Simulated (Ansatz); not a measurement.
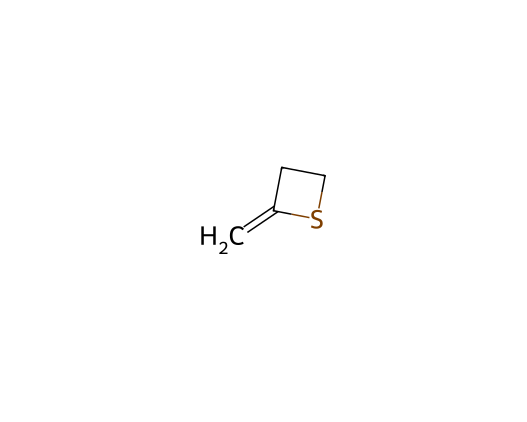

Skeletal drawing of a molecule.

Write the SMILES.

C=C1CCS1

What is the molecular formula?

C4H6S.

More results for the same structure follow; atom numbers are the same in all pictures, views and colours differ. The geometry was computed by an optimisation with PBE0-D4/def2-TZVP. No frequency run is at hand to confirm it as a minimum.

**Dipole moment**

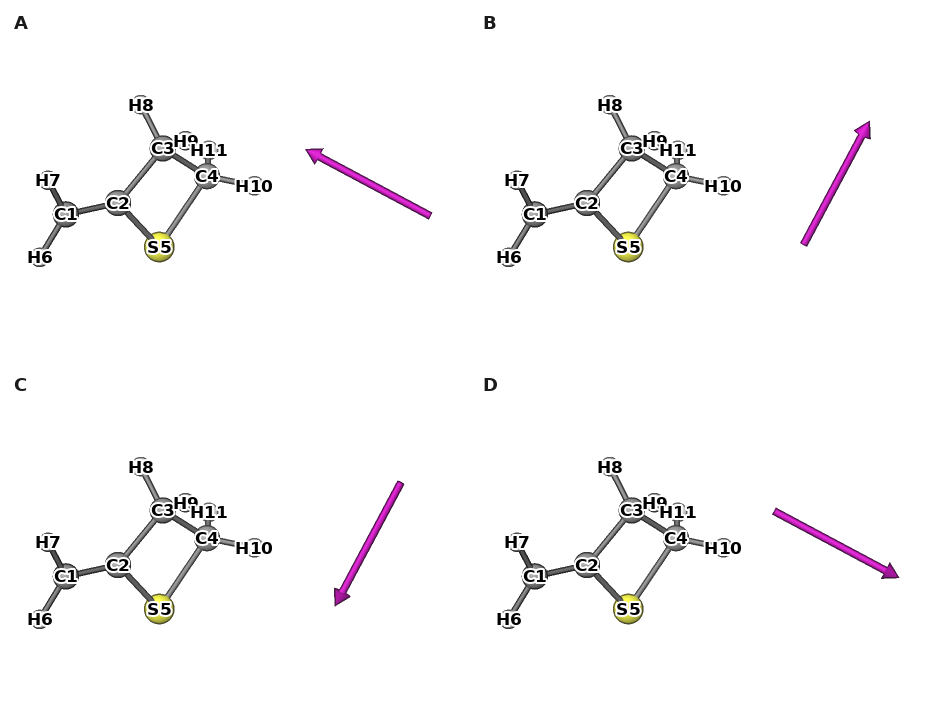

The same molecule four times, each with an arrow. No frequency run is at hand to confirm it as a minimum. Properties computed with RKS PBE0-D4/def2-TZVP (Ansatz 0.2.0).

Which arrow points along the dipole moment, from the negative to the positive end?

B. The dipole moment is 1.88 D; it points from the side of H6 to the side of H8, H9 (the outermost atoms at the two ends).

**Charges**

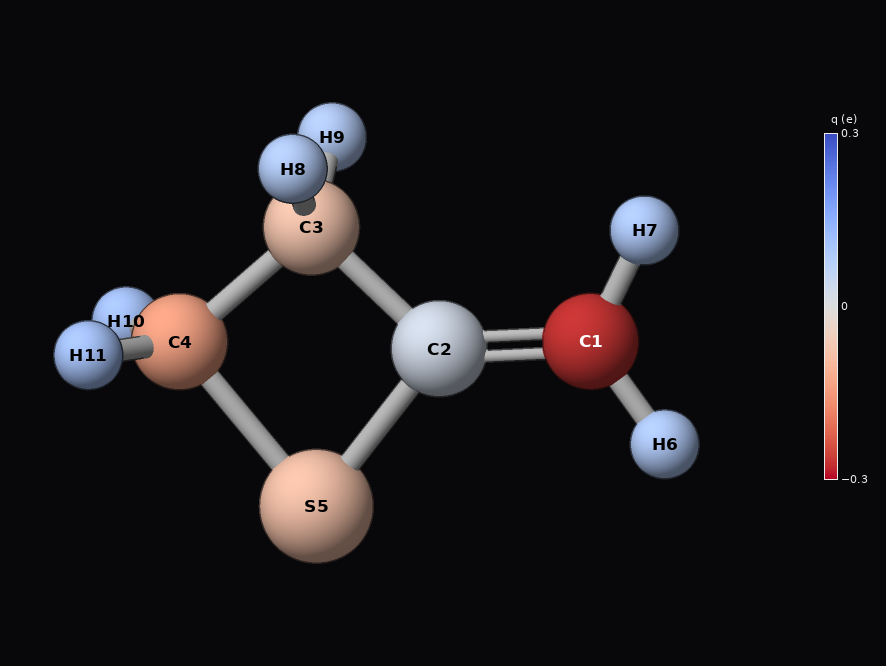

Atoms are coloured by their Mulliken charges. No frequency run is at hand to confirm it as a minimum. Method: RKS PBE-D4/def2-TZVPP (Ansatz 0.2.0).

List the Mulliken charges.

```csv
atom,value (e)
C1,−0.27
C2,0.02
C3,−0.07
C4,−0.13
S5,−0.08
H6,0.08
H7,0.09
H8,0.08
H9,0.08
H10,0.10
H11,0.10
```

**Levels of theory compared**

No frequency run is at hand to confirm it as a minimum. Program: Ansatz 0.2.0.

Compare HOMO energy (eV) at these levels: B3LYP-D4/def2-TZVPP; PBE-D4/def2-TZVPP; PBE0-D4/def2-TZVPP; r2SCAN-D4/def2-TZVPP; ωB97M-V/def2-TZVPP; ωB97X-V/def2-TZVPP.

```csv
level,HOMO energy (eV)
B3LYP-D4/def2-TZVPP,−5.88
PBE-D4/def2-TZVPP,−5.02
PBE0-D4/def2-TZVPP,−6.09
r2SCAN-D4/def2-TZVPP,−5.21
ωB97M-V/def2-TZVPP,−8.20
ωB97X-V/def2-TZVPP,−8.33
```

Mulliken values depend strongly on the basis set and can even reverse the polarity of a bond.
